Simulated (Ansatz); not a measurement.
# triplet BH: levels of theory compared

We compute a comparison of 6 runs (U-wB97X/3-21G, UPBE0/3-21G, UCAM-B3LYP/def2-TZVP, UPBE/def2-TZVP, UCCSDTQ/3-21G, UCCSD(T)/3-21G) of triplet BH. 

The calculation is run with Ansatz 0.2.0.

60 further runs of the same task are left out: 60 set aside as unsound or not needed.

## Step 1: The system as given

BH: 2 atoms, total charge 0, spin state triplet. SMILES of the parent species: `[BH]`. The bond length is the one measured for the parent species. That shape belongs to the parent species and isn't relaxed for this state.

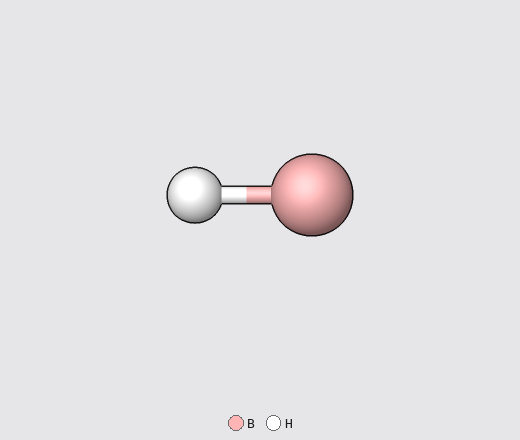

Viewed from a chosen angle; boron pink, hydrogen white.

## Step 2: The energy at U-wB97X/3-21G (run 1)

File job.yaml:

```yaml
crystal:
  periodic: [false, false, false]
  atoms:
    - {symbol: B, position_ang: [0.000000, 0.000000, 0.000000]}
    - {symbol: H, position_ang: [0.000000, 0.000000, 1.232400]}
basis:
  gaussian:
    orbitals: 3-21G.json
magnetization:
  spin_polarized: true
  initial_magnetization: 2
hamiltonian:
  xc: {name: wB97X}
accuracy: high
```

The basis set 3-21G is read from a file made from the Basis Set Exchange's data (not shown).

Command:

```sh
ansatz run job.yaml --threads 1 --pin off --max-ram 2610MiB --events-out events.jsonl --progress --plain --runs-dir runs
```

The program printed:

```text
Warning: RAYON_NUM_THREADS=1 ignored (pool sized by the plan → 1); use --threads N
Functional definition: wB97X
  name "wB97X"
  parameter omega = 0.3/bohr
  parameter cx = 0.157706
  parameter cx1 = 0.726479
  parameter cx2 = 1.04760
  parameter cx3 = -5.70635
  parameter cx4 = 13.2794
  parameter css1 = -4.33879
  parameter css2 = 18.2308
  parameter css3 = -31.7430
  parameter css4 = 17.2901
  parameter cos1 = 2.37031
  parameter cos2 = -11.3995
  parameter cos3 = 6.58405
  parameter cos4 = -3.78132
  exchange = spin_sum(e_x_unif_sr(omega)*poly(b97_u_x, 1 - cx, cx1, cx2, cx3, cx4)) + cx*exact_x_sr(omega)
      + exact_x_lr(omega)
  correlation = spin_sum(e_c_pw_same_spin*poly(b97_u_same, 1, css1, css2, css3, css4))
      + integral(e_c_pw_opposite_spin*poly(b97_u_opposite, 1, cos1, cos2, cos3, cos4))
210 factors; integrals over basis functions are off by at most 2.8e-9 eV
106 factors; integrals over basis functions are off by at most 1.3e-9 eV
mean field evaluation 1: about -682.4484 eV, gradient 4.0e0 eV
mean field evaluation 2: about -682.6865 eV, gradient 1.4e0 eV
mean field evaluation 4: about -682.7355 eV, gradient 1.4e-1 eV
mean field evaluation 8: about -682.7300 eV, gradient 2.2e-3 eV
mean field evaluation 16: about -682.7300 eV, gradient 3.8e-8 eV
mean field -682.73000074 eV, -25.0898647563 hartree, gradient 1.5e-8 eV, S^2 2.001139; 0 other end points of the search recorded, 0 dependent functions left out
reference -682.73000035 eV, -25.0898647420 hartree; 4, 2 occupied and 7, 9 virtual orbitals, 210 factors
Total energy: -682.73000035 eV, -25.0898647420 hartree
```

Run time: 2.1 s. Hardware: 1 thread of Arm Neoverse V1, shared host; peak memory 0.17 GiB.

## Step 3: The energy at UPBE0/3-21G (run 2)

File in.yaml:

```yaml
crystal:
  periodic: [false, false, false]
  atoms:
    - symbol: B
      position_ang: [0.000000, 0.000000, 0.000000]
    - symbol: H
      position_ang: [0.000000, 0.000000, 1.232400]
basis:
  gaussian: {orbitals: 3-21G.json}
accuracy: high
magnetization: {spin_polarized: true, initial_magnetization: 2}
hamiltonian: {xc: {name: PBE0}}
```

The basis set 3-21G is read from a file made from the Basis Set Exchange's data (not shown).

Command:

```sh
ansatz run in.yaml --threads 1 --pin off --max-ram 2610MiB --events-out events.jsonl --progress --plain --runs-dir runs
```

The program printed:

```text
Warning: RAYON_NUM_THREADS=1 ignored (pool sized by the plan → 1); use --threads N
Functional definition: PBE0
  name "PBE0"
  parameter a = 0.25
  parameter kappa = 0.804
  parameter beta = 0.06672455060314922
  exchange = (1 - a)*pbe_x(kappa = kappa, mu = beta*pi^2/3) + a*exact_x
  correlation = pbe_c(beta = beta)
210 factors; integrals over basis functions are off by at most 2.8e-9 eV
mean field evaluation 1: about -681.8550 eV, gradient 2.8e0 eV
mean field evaluation 2: about -681.9843 eV, gradient 7.7e-1 eV
mean field evaluation 4: about -681.9901 eV, gradient 2.9e-1 eV
mean field evaluation 8: about -681.9918 eV, gradient 2.4e-3 eV
mean field evaluation 16: about -681.9918 eV, gradient 7.5e-8 eV
mean field -681.99181424 eV, -25.0627369026 hartree, gradient 7.5e-8 eV, S^2 2.000158; 0 other end points of the search recorded, 0 dependent functions left out
reference -681.99181575 eV, -25.0627369580 hartree; 4, 2 occupied and 7, 9 virtual orbitals, 210 factors
Total energy: -681.99181575 eV, -25.0627369580 hartree
```

Run time: 0.44 s. Hardware: 1 thread of Arm Neoverse V1, shared host.

Runs 3 to 4 aren't shown in full; the table further down has their settings and results.

## Step 4: The energy at UCCSDTQ/3-21G (run 5)

File input.yaml:

```yaml
crystal:
  periodic: [false, false, false]
  atoms:
    - symbol: B
      position_ang: [0.000000, 0.000000, 0.000000]
    - symbol: H
      position_ang: [0.000000, 0.000000, 1.232400]
basis:
  gaussian:
    orbitals: 3-21G.json
magnetization:
  spin_polarized: true
  initial_magnetization: 2
correlation:
  method: ccsdtq
  frozen_orbitals: {B: 1, H: 0}
scf:
  omitted_lower_state_checks: [cluster_reference, increment]
accuracy: high
```

The basis set 3-21G is read from a file made from the Basis Set Exchange's data (not shown).

Command:

```sh
ansatz run input.yaml --threads 1 --pin off --max-ram 2610MiB --events-out events.jsonl --progress --plain --runs-dir runs
```

The program printed:

```text
Warning: RAYON_NUM_THREADS=1 ignored (pool sized by the plan → 1); use --threads N
[... 12 lines left out ...]
1 core orbitals not correlated: weight in the atoms' cores, before any rotation towards them, 1.000 or more for the frozen orbitals, at most 0.000 for the correlated occupied ones
[... 19 lines left out ...]
Total energy: -680.27245510 eV, -24.9995516197 hartree
Checks for a lower state left out: cluster_reference, increment
```

It took 3.6 s on 1 thread of Arm Neoverse V1, shared host.

## Step 5: A single-point energy at UCCSD(T)/3-21G (run 6)

File input.yaml:

```yaml
basis:
  gaussian: {orbitals: 3-21G.json}
crystal:
  periodic: [false, false, false]
  atoms:
    - symbol: B
      position_ang: [0.000000, 0.000000, 0.000000]
    - symbol: H
      position_ang: [0.000000, 0.000000, 1.232400]
magnetization: {spin_polarized: true, initial_magnetization: 2}
correlation: {method: ccsd_t, frozen_orbitals: {B: 1, H: 0}}
accuracy: high
total_charge: 0
scf: {omitted_lower_state_checks: [cluster_reference, increment]}
```

The basis set 3-21G is read from a file made from the Basis Set Exchange's data (not shown).

Command:

```sh
ansatz run input.yaml --threads 1 --pin off --max-ram 2610MiB --events-out events.jsonl --progress --plain --runs-dir runs
```

The program printed:

```text
Warning: RAYON_NUM_THREADS=1 ignored (pool sized by the plan → 1); use --threads N
[... 12 lines left out ...]
1 core orbitals not correlated: weight in the atoms' cores, before any rotation towards them, 1.000 or more for the frozen orbitals, at most 0.000 for the correlated occupied ones
[... 21 lines left out ...]
Total energy: -680.26727465 eV, -24.9993612416 hartree
Checks for a lower state left out: cluster_reference, increment
```

It took 0.2 s on 1 thread of Arm Neoverse V1, shared host.

## Step 6: All runs side by side

```csv
run,level,frozen core orbitals,energy (Eh),⟨S²⟩,wall time
1,U-wB97X/3-21G,–,-25.089865,2.001,2.1 s
2,UPBE0/3-21G,–,-25.062737,2.000,0.44 s
3,UCAM-B3LYP/def2-TZVP,–,-25.230966,2.001,1.1 s
4,UPBE/def2-TZVP,–,-25.204046,2.001,1.1 s
5,UCCSDTQ/3-21G,1,-24.999552,2.000,3.6 s
6,UCCSD(T)/3-21G,1,-24.999361,2.000,0.2 s
```

## Step 7: Results

| quantity | value |
| --- | --- |
| run 6: total energy | -24.99936 Eh |
| run 6: correlation energy (1 core orbital frozen) | -33.9 mEh |
| run 6: (T) correction | -0.34 mEh |
| run 6: ⟨S²⟩ of the reference determinant | 2.000 |
| run 6: T1 diagnostic | 0.012 |

What this shows: Totals of different functionals can't be ranked against each other. All runs together took 8.5 s, the longest 3.6 s.
